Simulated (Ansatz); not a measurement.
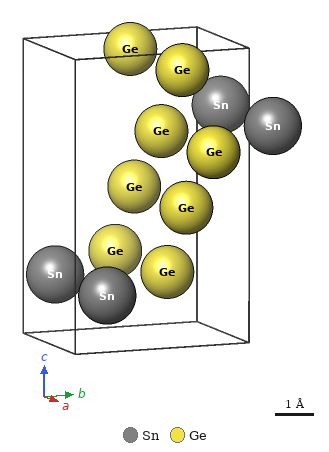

This is the input geometry for a relaxation of crystalline SnGe2 (a generated structure, set up in P1) (coarse preliminary run). A spheres-only model of the cell of the calculation, repeated 2 × 1 × 1 with one cell outlined, seen slightly off an axis.

All numbers below come from DFT PBE, scalar-relativistic, plane waves, PAW in Ansatz.

Input
```yaml
crystal:
  lattice:
    - [-3.7804286435, -0.0005075774, -0.0225030682]
    - [-0.0288441102, -0.0172065686, -4.8847761907]
    - [-0.0010151547, -7.8564747119, -0.0268478095]
  atoms:
    - { symbol: Sn, position: [0.4912741262, -0.0103461911, 0.7715443276] }
    - { symbol: Sn, position: [0.5182062973, 0.0279015611, 0.2356240775] }
    - { symbol: Ge, position: [0.9705373417, 0.5041597811, 0.7358250192] }
    - { symbol: Ge, position: [1.0387459198, 0.5177868972, 0.2619013661] }
    - { symbol: Ge, position: [0.4768626575, 0.4729860951, 0.9803471469] }
    - { symbol: Ge, position: [0.5043736575, 0.4875118567, 0.5147580628] }
basis:
  ecutwfc: 420
kpoints:
  mp_grid: { grid: [6, 4, 4] }
hamiltonian:
  xc: pbe
scf:
  occupations: { method: gaussian, width: 0.2 }
  lower_state_search: "off"
output:
  forces: true
  stress: true
  eigenvalues: true
relax:
  adjacent_minimum: "off"
  f_tol: 0.025
  max_steps: 60
  cell: { stress_tol: 0.25 }
```

Launched with:
```bash
ansatz run input.yaml --threads 1 --pin off --max-ram 2560MiB --backend cpu --events-out ev --progress --plain --runs-dir out
```

> What does the optimiser find from here?

After 5 accepted moves (6 points after the start) the energy has fallen by 60.1 meV per atom. The largest force component goes from 0.82 to 0.011 eV/Å. The pressure goes from 1.88 to 0.05 GPa. The SCF was repeated once at an unchanged geometry on a basis and grid sized afresh for the cell, which shifted the energy by 0.1 meV per atom at most. Ge3 moves most relative to the cell: 0.30 Å along [2 3 1]. Largest moves by element: Ge 0.30 Å, Sn 0.20 Å. Cell: a 3.780 → 3.800 Å (+0.5 %), b 4.885 → 5.069 Å (+3.8 %), c 7.857 → 7.613 Å (−3.1 %), α 89.6° → 89.7°, γ 89.3° → 90.0°. Volume +1.1 %. Some distances before and after: Sn2–Ge4 2.993 → 3.400 Å, Sn1–Ge5 3.002 → 3.381 Å, Ge4–Ge5 3.078 → 2.746 Å, Sn2–Ge4 (another image) 3.124 → 3.399 Å. Among the angles between lasting bonds that change: Ge5–Ge3–Ge6 174.9° → 156.8°, Ge3–Ge6–Ge4 174.0° → 156.9°, Ge5–Ge3–Ge6 172.9° → 156.8°. Within 0.06 Å the space group is P1 at the start and P-4m2 at the end; at a tighter tolerance small leftover displacements or strains of the cell lower it. Cost: 7.5 min on 1 thread of Intel(R) Xeon(R) Processor @ 2.50GHz (Skylake/Cascade Lake), on a shared host, peak memory 0.59 GiB.

The structure at the end:

```
CELL_PARAMETERS angstrom
-3.80047 0.00025 -0.00076
0.00019 -0.01072 -5.06864
0.00062 -7.61264 -0.01829
ATOMIC_POSITIONS crystal
Sn 0.50017 0.99918 0.75035
Sn 0.50012 0.99898 0.25090
Ge 0.99999 0.55475 0.74965
Ge 0.99994 0.55511 0.24946
Ge 0.49999 0.44555 0.99986
Ge 0.49979 0.44644 0.49977
```

The end point in the same view:

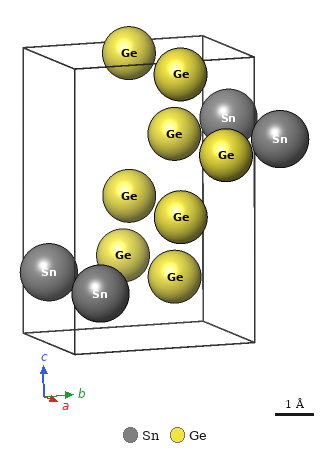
